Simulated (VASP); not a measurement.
Band structure of In2Pt (space group Fm-3m). Method: LDA (Ceperley-Alder, Perdew-Zunger), VASP's LDA PAW potentials (set 64) (plane waves; VASP).

Unless said otherwise, spin-orbit coupling is left out, though it shifts the bands of the heavy elements here.

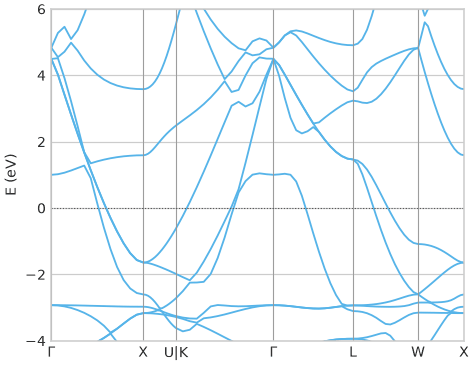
Figure: Bands along high-symmetry lines, zero at the valence-band maximum or, without a gap, the Fermi level

### Question
Read the plot: is there a gap, and where are the band edges?

### Answer
It has no gap at this level: it comes out as a metal or semimetal. (Edges off the drawn lines would not show.)

The structure comes from a computed database's In2Pt entry (Fm-3m); how it stands against other phases isn't given here. It was relaxed first.
